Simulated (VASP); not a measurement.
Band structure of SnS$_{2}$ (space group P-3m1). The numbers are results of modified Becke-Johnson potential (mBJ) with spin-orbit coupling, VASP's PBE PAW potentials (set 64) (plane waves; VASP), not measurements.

mBJ is a potential without an energy functional, so only the levels count. Without a dispersion term in the relaxation, distances and binding between the weakly bound layers, chains or molecules are unreliable, and so is what depends on them.

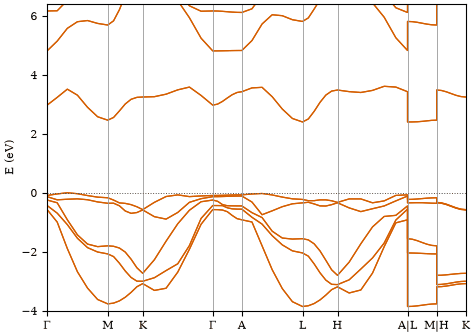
Figure. Bands along high-symmetry lines, zero at the valence-band maximum or, without a gap, the Fermi level

**Question.** Read the plot: is there a gap, and where are the band edges?

**Answer.** The gap is indirect, 2.40 eV, from the valence maximum at (0.17, 0.00, 0.00) to the conduction minimum at L.

The structure comes from a computed database's SnS2 entry (P-3m1); how it stands against other phases isn't given here. It was relaxed first, which changed the volume by +9 %. The cell's shape comes from a PBE relaxation.
